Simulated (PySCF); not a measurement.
# MoFCl: relaxation and vibrations of the quintet

Aim: relax MoFCl as a quintet from a bent start, check by its vibrations whether the end is a minimum, and collect its spectrum and constants.

The runs use PySCF 2.14.0; PBE0, basis Mo def2-TZVP with ECP28, F def2-TZVP, Cl def2-TZVP, scalar-relativistic core potentials, no spin–orbit coupling, density fitting.

## Step 1: The starting structure

3 atoms, charge 0, spin multiplicity 5.

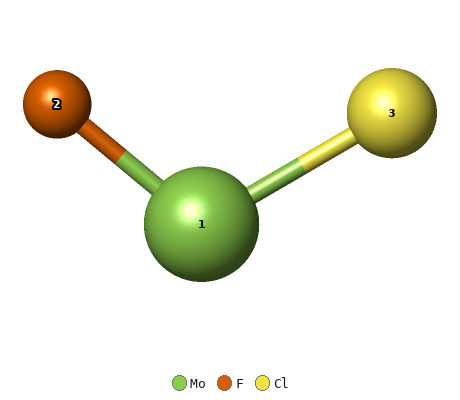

The starting geometry (molybdenum green, fluorine orange, chlorine yellow); atoms are numbered from 1 in the order of the file.

```xyz
3
charge 0 multiplicity 5
Mo    0.0000    0.0000    0.0000
F    -1.6547    0.0000    1.1586
Cl    1.9414    0.0000    1.3594
```

## Step 2: Finding the electronic state

One driver script runs all steps and calls PySCF; scf.py shows how it sets up the SCF of each step. The optimiser is the driver's own. After this first run the driver tries any further starts and a stability analysis.

File scf.py:

```python
from pyscf import gto, scf, dft
mol = gto.M(atom='''
Mo     0.000000     0.000000     0.000000
F     -1.654700     0.000000     1.158600
Cl     1.941400     0.000000     1.359400''',
    basis={'Mo': 'def2-TZVP', 'F': 'def2-TZVP', 'Cl': 'def2-TZVP'},
    ecp={'Mo': 'def2-TZVP'},
    charge=0, spin=4)
mf = dft.UKS(mol, xc='PBE0')
mf.grids.atom_grid = (50, 194)
aux = {'Mo': 'def2-universal-JKFIT', 'F': 'def2-universal-JKFIT', 'Cl': 'def2-universal-JKFIT'}
mf = mf.density_fit(auxbasis=aux)
mf.conv_tol = 1e-08
mf.diis_space = 10
mf.max_cycle = 60
mf.init_guess = 'minao'
mf.verbose = 4
mf.kernel()
```

Run with:

```bash
$ OMP_NUM_THREADS=4 python axn.py task.json out
```

What it wrote:

```text
init E= -621.456974283601
[... the frontier-level lines of each cycle are left out ...]
cycle= 1 E= -627.945006606733  delta_E= -6.49  |g|= 0.551  |ddm|= 2.55
cycle= 2 E= -627.380581091529  delta_E= 0.564  |g|= 1.41  |ddm|= 1.11
cycle= 3 E= -628.057439665237  delta_E= -0.677  |g|= 0.226  |ddm|= 0.718
cycle= 4 E= -628.078403740675  delta_E= -0.021  |g|= 0.0779  |ddm|= 0.248
cycle= 5 E= -628.080689047799  delta_E= -0.00229  |g|= 0.0414  |ddm|= 0.0839
cycle= 6 E= -628.081597837752  delta_E= -0.000909  |g|= 0.00834  |ddm|= 0.039
cycle= 7 E= -628.081658801295  delta_E= -6.1e-05  |g|= 0.00326  |ddm|= 0.0159
cycle= 8 E= -628.081671122476  delta_E= -1.23e-05  |g|= 0.00137  |ddm|= 0.00822
cycle= 9 E= -628.081673765212  delta_E= -2.64e-06  |g|= 0.000346  |ddm|= 0.00375
cycle= 10 E= -628.081674141844  delta_E= -3.77e-07  |g|= 0.000191  |ddm|= 0.00147
cycle= 11 E= -628.081674218071  delta_E= -7.62e-08  |g|= 7.48e-05  |ddm|= 0.000581
cycle= 12 E= -628.081674245859  delta_E= -2.78e-08  |g|= 3.69e-05  |ddm|= 0.000459
cycle= 13 E= -628.081674252143  delta_E= -6.28e-09  |g|= 1.42e-05  |ddm|= 0.000226
Extra cycle  E= -628.08167425325  delta_E= -1.11e-09  |g|= 1.13e-05  |ddm|= 6.97e-05
converged SCF energy = -628.08167425325  <S^2> = 6.0206958  2S+1 = 5.0082715
```

This step, with its further starts and checks, ran for 9.6 s (4 threads of Arm Neoverse V1, shared host).

The starts that the driver tried:

```
                      start  energy (Eh)
    the minimal-basis guess  -628.081674
a thermally smeared density  -628.081674
      a smeared PBE density  -628.081674
```

No lower solution of this spin turned up from the other starts or in the test of internal stability.

## Step 3: Relaxation: bent start, quintet

The program finds Cs symmetry in the start, which this walk keeps.

Edit scf.py of step 2 so:

```diff
@@ -3,3 +3,3 @@
-Mo     0.000000     0.000000     0.000000
-F     -1.654700     0.000000     1.158600
-Cl     1.941400     0.000000     1.359400''',
+Mo    -0.240016     0.000000    -0.457938
+F     -1.894716     0.000000     0.700662
+Cl     1.701384     0.000000     0.901462''',
@@ -16 +15,0 @@
-mf.init_guess = 'minao'
```

Energy and gradient, step by step:

```
step  energy (Eh)  change (kJ/mol)  largest symmetric gradient (Eh/bohr)
   0  -628.081674             0.00                               0.05534
   1  -628.095285           -35.74                               0.02002
   2  -628.097605           -41.83                               0.00880
   3  -628.098589           -44.41                               0.00393
   4  -628.098750           -44.83                               0.00207
   5  -628.098761           -44.86                               0.00023
   6  -628.098763           -44.87                               0.00002
```

The walk took 12 s.

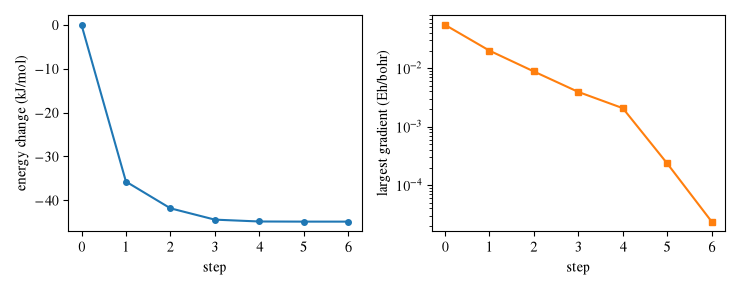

Energy and largest gradient along the walk.

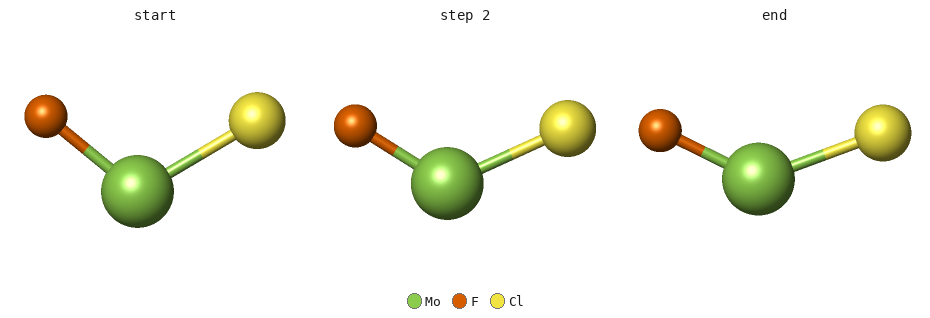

The geometry along the walk, at one scale.

It settles in Cs symmetry, 44.9 kJ/mol below the start, after 6 steps: Mo–Cl 2.262 Å, Mo–F 1.869 Å; Cl–Mo–F 133.4°.

## Step 4: Hessian and properties

The point is checked on the finer grid, and tightened if its gradient asks for it. The Hessian and the dipole derivatives come from central differences of analytic gradients, with steps of 0.02 bohr.

Edit scf.py of step 3 so:

```diff
@@ -3,3 +3,3 @@
-Mo    -0.240016     0.000000    -0.457938
-F     -1.894716     0.000000     0.700662
-Cl     1.701384     0.000000     0.901462''',
+Mo    -0.256169     0.000000    -0.315710
+F     -1.982623     0.000000     0.398709
+Cl     1.791287     0.000000     0.644411''',
@@ -10 +10 @@
-mf.grids.atom_grid = (50, 194)
+mf.grids.atom_grid = (75, 302)
@@ -13 +13 @@
-mf.conv_tol = 1e-08
+mf.conv_tol = 1e-10
```

The driver hands on the density of the step before, so the log starts near convergence.

SCF at the final geometry:

```text
init E= -628.098600689725
[... the frontier-level lines of each cycle are left out ...]
cycle= 1 E= -628.098600689729  delta_E= -3.64e-12  |g|= 3.93e-06  |ddm|= 6.26e-06
Extra cycle  E= -628.09860068972  delta_E= 8.41e-12  |g|= 7.23e-06  |ddm|= 6.57e-06
converged SCF energy = -628.09860068972  <S^2> = 6.0152576  2S+1 = 5.0060993
```

The whole step took 42 s.

Geometry: Cs; Mo–Cl 2.261 Å, Mo–F 1.868 Å; Cl–Mo–F 132.4°.

Harmonic modes (main isotopes):

```csv
symmetry,ω (cm⁻¹),IR (km/mol),μ (u)
a',107,8.4,26.72
a',402,50.4,40.37
a',661,160,22.00
```

Every mode is real; the point is a minimum.

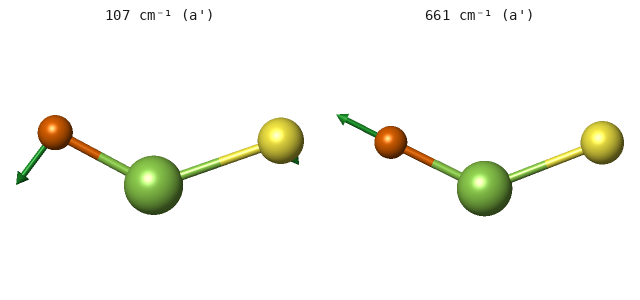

How the atoms move in 2 of the modes.

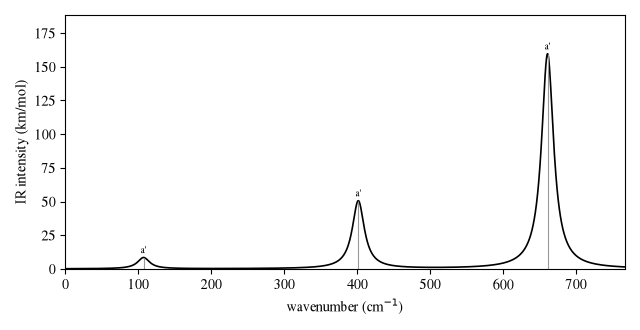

The harmonic infrared spectrum (widths in cm⁻¹). Lines are broadened to a width of 20 cm⁻¹ (Lorentzian).

Properties at this point:

- Dipole moment: 2.40 D
- Highest occupied level: -6.62 eV
- Lowest empty level: -3.12 eV
- Rotational constants: 0.8074, 0.0844, 0.07642 cm⁻¹
- Zero-point energy: 7.0 kJ/mol
- Principal polarisabilities: 44.9, 46.5, 64.1 bohr³
- Atomisation energy without zero-point energy: 842 kJ/mol
- Principal traceless quadrupole moments about the centre of mass: -9.08, 4.10, 4.99 D Å
- Entropy at 298.15 K and 1 bar (electronic part: spin only): 309.8 J/(mol K)
- Heat capacity Cp at 298.15 K: 51.3 J/(mol K)
- Enthalpy at 298.15 K above 0 K: 12.95 kJ/mol
- Rotational symmetry number: 1
- Spin squared ⟨S²⟩: 6.015

Charges (e) and bond orders:

```tsv
atom	Mulliken	Löwdin	polar tensor	spin (Mulliken)	Mayer order to Mo1
Mo1	0.91	0.31	1.28	3.98	–
F2	-0.49	-0.30	-0.72	0.02	0.83
Cl3	-0.42	-0.01	-0.56	0.00	1.05
```

Outer orbital energies (eV). α occupied: -12.15, -10.60, -9.98, -9.68, -7.67, -7.63, -6.87, -6.62; empty: -3.12, -1.35, -0.50, 0.63. β occupied: -31.64, -22.39, -12.67, -11.85, -11.59, -10.42, -9.49, -9.37; empty: -2.39, -1.89, -1.84, -1.63.

Mulliken populations on Mo1 (outside its core potential): s 2.54, p 6.18, d 4.35, f 0.02.

## Step 5: Results

| quantity | value |
| --- | --- |
| minimum | quintet, Cs |
| geometry | Mo–Cl 2.261 Å, Mo–F 1.868 Å; Cl–Mo–F 132.4° |
| wavenumbers (cm⁻¹) | 107 (a'), 402 (a'), 661 (a') |
| dipole moment | 2.40 D |
| highest occupied, lowest empty level (either spin) | -6.62, -3.12 eV |
| polar-tensor charge of Mo1 | +1.28 e |
| zero-point energy | 7.0 kJ/mol |
| entropy at 298.15 K | 309.8 J/(mol K) |
| atomisation energy (no zero-point energy) | 842 kJ/mol |
| ⟨S²⟩ | 6.015 |

What this shows: The molecule stays Cs, as typed, and the end point is a minimum. The strongest infrared band lies at 661 cm⁻¹ (a', stretch). Most of the spin sits on Mo1 (Mulliken spin 3.98, against 4 for the whole molecule). Only this shape and spin were tried, so other structures or states may lie lower. One determinant may miss the lowest occupation of an open d or f shell.

The search up to here took 64 s.
